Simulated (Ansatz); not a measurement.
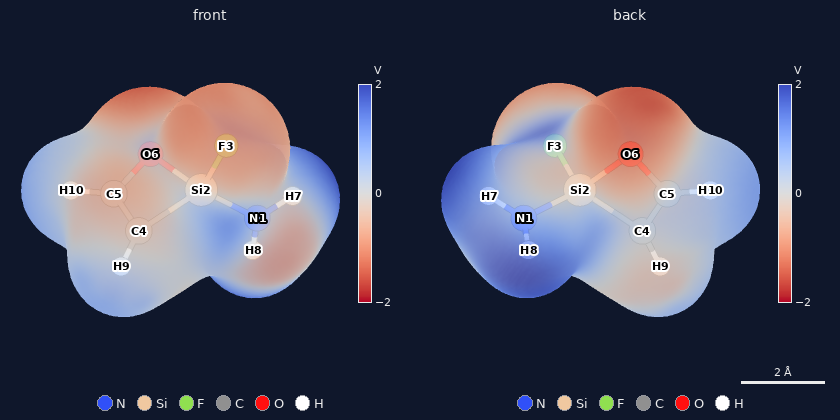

C2H4FNOSi (SMILES N[Si]1(F)C=CO1). The molecular electrostatic potential painted on the density surface at 0.002 e/bohr³, seen from the front and from behind; the colour scale runs from red (negative) to blue (positive).

Theory: Ansatz, RKS revPBE-D4/def2-SVP.

Input

```
crystal:
  periodic: [false, false, false]
  atoms:
    - { symbol: "N", position_ang: [-0.8678, -1.6803, 0.0878] }
    - { symbol: Si, position_ang: [-0.3407, -0.1763, 0.6319] }
    - { symbol: F, position_ang: [-0.5399, 0.0489, 2.1741] }
    - { symbol: C, position_ang: [-0.2268, 1.2507, -0.4444] }
    - { symbol: C, position_ang: [1.0401, 1.0397, -0.5945] }
    - { symbol: O, position_ang: [1.2426, 0.0015, 0.1546] }
    - { symbol: H, position_ang: [-0.5878, -2.351, 0.7316] }
    - { symbol: H, position_ang: [-0.3987, -1.8222, -0.8027] }
    - { symbol: H, position_ang: [-0.9862, 1.9916, -0.7926] }
    - { symbol: H, position_ang: [1.7483, 1.6463, -1.1427] }
basis:
  gaussian: { orbitals: def2-SVP }
hamiltonian:
  xc: revpbe
  dispersion: d4
relax:
  f_tol: 0.015
  max_steps: 40
output:
  orbitals: {}
```

Run with:

```sh
ansatz run input.yaml --threads 2 --pin off --max-ram 3072MiB --backend cpu --events-out ev --progress --plain --runs-dir out
```

The fields are those of the relaxed geometry.

**Which sites attract a positive test charge, and which a negative one?**

A positive charge is drawn to the negative regions and a negative charge to the positive ones. The most negative region (about −1.5 V, or −35 kcal/mol for a unit charge) lies over O6, the most positive (about +1.9 V, or +44 kcal/mol for a unit charge) over H7 and H8. O6 is the likeliest acceptor of a hydrogen bond.
